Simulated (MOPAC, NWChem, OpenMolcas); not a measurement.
## Si2H4F2 (SMILES F[SiH2][SiH2]F): the dipole moment, rung by rung

Si2H4F2 has 8 atoms, charge 0, and is taken as a singlet. As SMILES, `F[SiH2][SiH2]F`. The coordinates come from a PBE0-D4/def2-TZVP relaxation. This is one conformer, not always the lowest.

```xyz
8

F    -1.9348    1.2058   -0.2745
Si   -0.3578    1.1281    0.0124
Si    0.3586   -1.1096    0.0441
F     0.2810   -1.7420   -1.4288
H     0.3401    1.9142   -1.0370
H    -0.0998    1.7437    1.3416
H     1.7748   -1.1640    0.4954
H    -0.4771   -1.9419    0.9468
```

Quantity: the dipole moment, in D. The values are calculated.

| level | kind | program | value (D) | CPU time |
| --- | --- | --- | --- | --- |
| MNDO | semi-empirical | MOPAC | 1.84 | under 2 s |
| HF/6-31G* (spherical functions) | Hartree–Fock | NWChem | 2.14 | 16 s |
| SVWN5/6-31G* (spherical functions) | LDA | NWChem | 1.76 | 18 s |
| PBE/6-31G* (spherical functions) | GGA | OpenMolcas | 1.64 | 48 s |
| TPSS/6-31G* (spherical functions) | meta-GGA | OpenMolcas | 1.61 | 55 s |
| PBE0/6-31G* (spherical functions) | global hybrid | OpenMolcas | 1.84 | 26 s |

The values span 1.61 to 2.14 D. Magnitudes only. CPU times are rough (shared hosts, several kinds of processor and program).

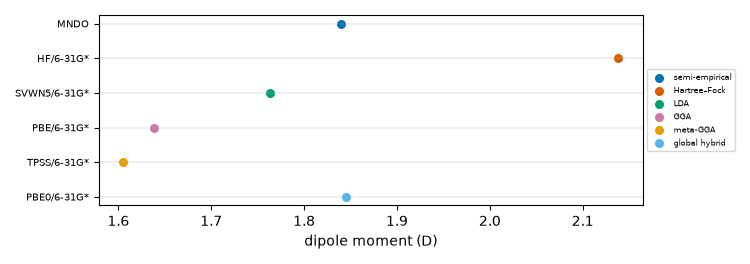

The values of the table, level by level.
